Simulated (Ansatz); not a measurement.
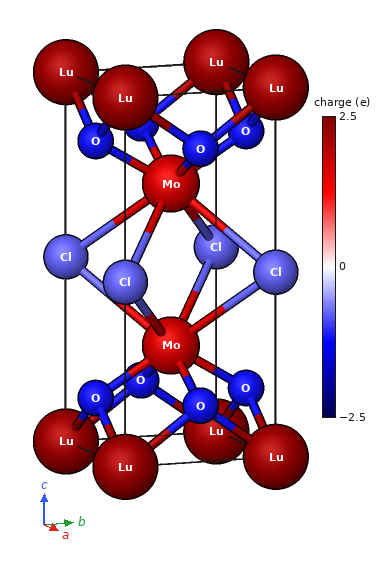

This ball-and-stick model is shown slightly off an axis. The box is the simulation cell; atoms on or close to its faces, edges and corners are drawn wherever they repeat. The atoms of this LuMo2ClO4 cell are coloured by their Bader charge.

Computed with DFT, PAW plane waves, PBE in Ansatz 0.2.0. Settings: an energy cutoff of 420 eV, k-grid 10×10×5, Fermi-Dirac smearing of 0.014 eV, no spin polarisation. The pressure of the cell is 29 GPa.

Question: What do the colours say about charge transfer?

Answer: Most positive: Lu; most negative: O. Charges: about Lu +2.1 e; Mo +1.6 e; Cl -0.8 e; O -1.2 e.

The structure is a generated cell, made by putting these elements into a known structure type (the compound may or may not exist in this form); no relaxation was done. A calculation with Ansatz used it as input.

At this level of theory the cell isn't at rest (compressed, at 29 GPa and forces up to 3.2 eV/Å), so its distances can differ from those at equilibrium, the more so the softer the solid.
